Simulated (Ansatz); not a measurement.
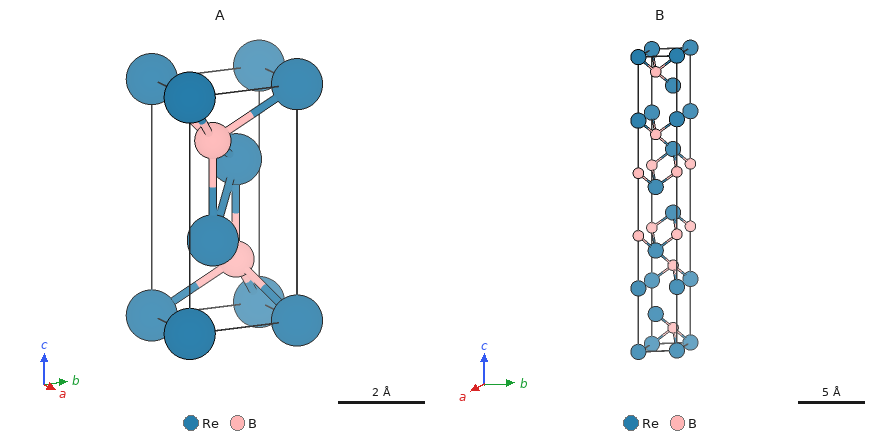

Two structures of Re3B2, each relaxed to rest (conventional cells in solid outline, small ones repeated, not to one scale). Method: Ansatz 0.2.0, DFT PBE, scalar-relativistic, plane waves, PAW, without spin polarisation.

**Give the type and space group of each.**

A: 5 atoms a cell on a primitive hexagonal lattice, P-3m1. B: 15 atoms a cell on a rhombohedral (trigonal R) lattice, R-3m.

**Which has the lower energy, and by how much?**

B is lower, by 193 meV/atom at this level of theory (energies at zero smearing). Volumes: A 12.2, B 11.6 Å³/atom.

One or both may be structure types tried for this composition rather than known phases.
